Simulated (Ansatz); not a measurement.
System: GaAs₃.

Input

```
crystal:
  lattice:
    - [3.9682876327, 0.0, 0.0]
    - [-1.9841438164, 3.4366378995, 0.0]
    - [0.0, 0.0, 13.4545242857]
  atoms:
    - { symbol: Ga, position: [0.3333333333, 0.6666666667, 0.0843581878] }
    - { symbol: Ga, position: [0.6666666667, 0.3333333333, 0.3343826819] }
    - { symbol: As, position: [0.3333333333, 0.6666666667, 0.2724786949] }
    - { symbol: As, position: [0.6666666667, 0.3333333333, 0.5229672702] }
    - { symbol: As, position: [0.0, 0.0, 0.0155285626] }
    - { symbol: As, position: [0.0, 0.0, 0.6108337103] }
    - { symbol: As, position: [0.3333333333, 0.6666666667, 0.7624019752] }
    - { symbol: As, position: [0.6666666667, 0.3333333333, 0.8550489171] }
basis:
  ecutwfc: 420
kpoints:
  mp_grid: { grid: [12, 12, 4] }
  band_path:
    path:
      - [[0.0, 0.0, 0.0], [0.5, 0.0, 0.0], [0.33333333, 0.33333333, 0.0], [0.0, 0.0, 0.0], [0.0, 0.0, 0.5], [0.5, 0.0, 0.5], [0.33333333, 0.33333333, 0.5], [0.0, 0.0, 0.5]]
      - [[0.5, 0.0, 0.5], [0.5, 0.0, 0.0]]
      - [[0.33333333, 0.33333333, 0.5], [0.33333333, 0.33333333, 0.0]]
    npoints: 14
hamiltonian:
  xc: pbe
scf:
  occupations: { method: gaussian, width: 0.01 }
  n_extra_bands: 20
output:
  forces: true
  stress: true
  eigenvalues: true
  populations: true
  dos: { projected: true, de: 0.02, nscf_kmesh: { grid: [15, 15, 5] } }
  bader: true
  write_density: true
  write_potential: true
  elf: true
  volumetric_format: npy
```

Launched as:

```sh
ansatz run input.yaml --threads 1 --pin off --max-ram 2560MiB --backend cpu --events-out ev --progress --plain --runs-dir out
```

Below, planes, directions and counts refer to the conventional cell (a = 3.97 Å, b = 3.97 Å, c = 13.45 Å, α = 90.00°, β = 90.00°, γ = 120.00°).

Space group P3m1; a generated structure, not necessarily the stable one.

Computed with Ansatz, DFT PBE, scalar-relativistic, plane waves, PAW.

> Predict the valence pseudo-density and electron localisation function between the atoms.

Ga–As (2.54 Å): the density is about 0.43 e/Å³ at the midpoint; the ELF is about 0.75 at the midpoint.
Bader's partition of the density gives Ga +0.64 and As −0.65 to +0.15 e.

> How much charge does the calculation move between the atoms?

Electrons move from Ga towards As. Bader charges: Ga +0.64 and As −0.65 to +0.15 e.

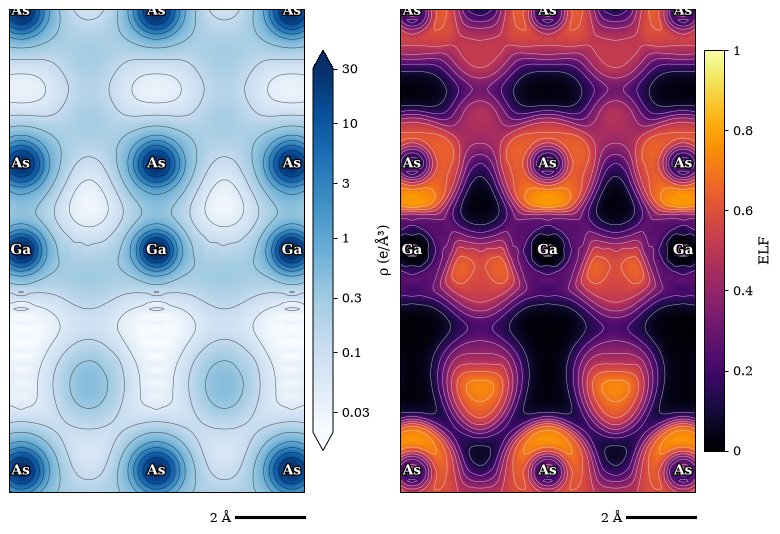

Computed valence pseudo-density and electron localisation function on the (010) plane of the conventional cell, in this order. 
